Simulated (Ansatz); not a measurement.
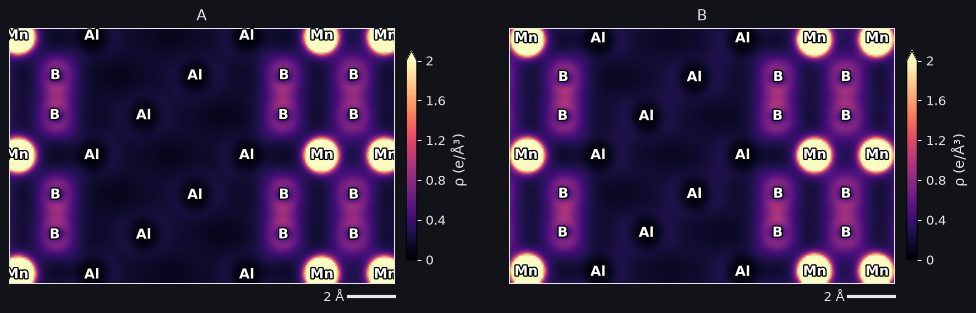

MnAl₂B₃. The valence charge density (pseudo) of two cells that differ in size and shape, on the (110) plane of each (indices in the axes of the calculation cell), at one length scale and on one colour scale; one has 9.4 and the other 10.3 Å³ an atom.

Space group P-3m1; a generated structure, not necessarily the stable one; spin-polarised.

All numbers below come from DFT PBE, scalar-relativistic, plane waves, PAW (Ansatz 0.2.0).

Which is the denser cell? Describe the effect of the change.

Answer. Panel B is the smaller cell, by 9 % in volume. From the larger cell to the smaller, Al–B goes from 2.34 to 2.26 Å, and the density at its midpoint from 0.32 to 0.36 e/Å³; Mn–B goes from 2.21 to 2.16 Å, and the density at its midpoint from 0.47 to 0.51 e/Å³; B–B goes from 1.72 to 1.69 Å, and the density at its midpoint from 0.83 to 0.88 e/Å³; the pressure goes from 0.0 to 16 GPa; the largest moment (Mn) goes from 2.1 to 1.8 μB.
